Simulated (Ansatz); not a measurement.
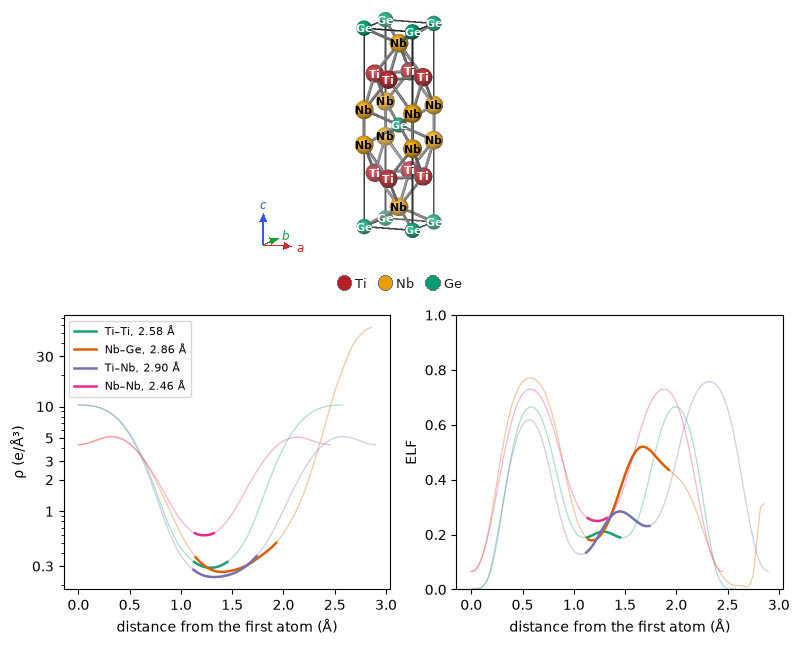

*Ti2Nb2Ge. Valence pseudo-density and ELF along straight lines between neighbouring atoms. Thin, pale parts lie inside the atomic spheres. The structure is drawn too.*

Space group I4/mmm; started from the ThCr2Si2_139 prototype, which need not be the ambient phase; computed without spin polarisation.

All numbers below come from DFT PBE, scalar-relativistic, plane waves, PAW (Ansatz).

In a PAW calculation such maps are meaningful between the atoms, not at the nuclei.

```
CELL_PARAMETERS angstrom
3.64758 0.00000 0.00000
0.00000 3.64758 0.00000
0.00000 0.00000 13.90584
ATOMIC_POSITIONS crystal
Ti 0.50000 0.00000 0.25000
Ti 0.00000 0.50000 0.75000
Ti 0.00000 0.50000 0.25000
Ti 0.50000 0.00000 0.75000
Nb 0.50000 0.50000 0.08829
Nb 0.00000 0.00000 0.58829
Nb 0.00000 0.00000 0.41171
Nb 0.50000 0.50000 0.91171
Ge 0.00000 0.00000 0.00000
Ge 0.50000 0.50000 0.50000
```

Q: Compare the contacts.

A: Ti–Ti (2.58 Å): ρ is about 0.29 e/Å³ halfway; the ELF is about 0.20 at the midpoint: no localised pair shows between them.
Nb–Ge (2.86 Å): the density is about 0.27 e/Å³ at the midpoint; the ELF is about 0.35 at the midpoint.
Ti–Nb (2.90 Å): ρ is about 0.24 e/Å³ halfway; the ELF is about 0.30 at the midpoint (no shared electron pair shows on this line).
Nb–Nb (2.46 Å): ρ is about 0.59 e/Å³ halfway; the ELF is about 0.25 at the midpoint: no shared electron pair shows on this line.
